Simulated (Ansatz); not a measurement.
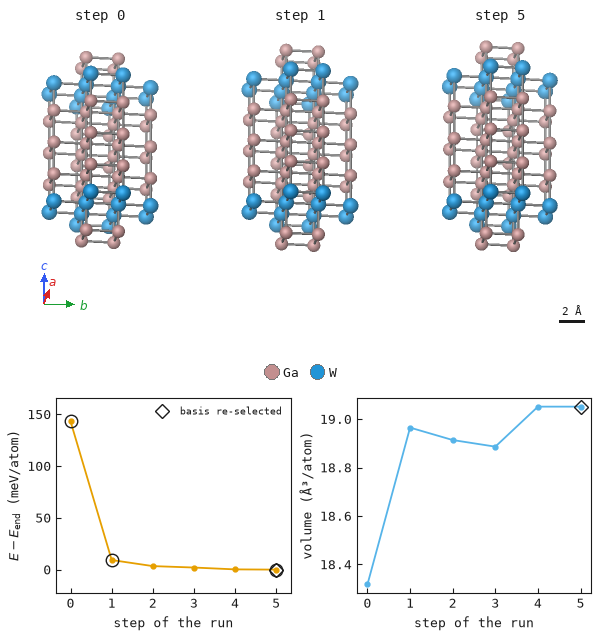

Frames of a relaxation of a crystal of Ga3W (a generated structure, set up in P4/mmm) (coarse preliminary run), marked on the history of the run. A ball-and-stick model of the cell of the calculation, seen from a free direction.

Method: DFT PBE, scalar-relativistic, plane waves, PAW (Ansatz). Set-up: plane-wave cutoff 420 eV; k-point mesh 6 × 6 × 2; occupations gaussian; smearing width 0.1 eV; no spin polarisation; cell and atoms relaxed; force threshold 0.04 eV/Å; at most 70 steps.

**What happens along the run?**

Over 4 accepted moves (5 points after the start) the energy falls by 143 meV per atom. Largest force component: 2.6 eV/Å at the start, 0.024 eV/Å at the end. The pressure goes from 8.51 to −0.19 GPa. The SCF was repeated once at an unchanged geometry on a basis and grid sized afresh for the cell, which shifted the energy by 0.2 meV per atom at most. The largest moves relative to the cell, 0.12 Å, are those of Ga atoms. W stays in place. The drawn cell changes as follows: a = b 2.668 → 2.639 Å (−1.1 %), c 10.292 → 10.939 Å (+6.3 %); the volume changes by +4.0 %. Some distances before and after: Ga–W 2.380 → 2.654 Å, Ga–Ga 2.766 → 2.815 Å, W–W 2.668 → 2.639 Å, Ga–Ga 2.668 → 2.639 Å. The space group stays P4/mmm (No. 123). The run took 11 s on 1 thread of Intel(R) Xeon(R) 6975P-C (Granite Rapids) (shared host), peak memory 0.39 GiB. From step 0 to 1: Ga atoms move most (0.17 Å), volume +3.5 %, energy −134 meV per atom. From step 1 to 5: Ga atoms move most (0.05 Å), volume +0.5 %, energy −9.3 meV per atom.

Limits of the set-up: the k-point mesh is coarse for a cell with partly filled bands.
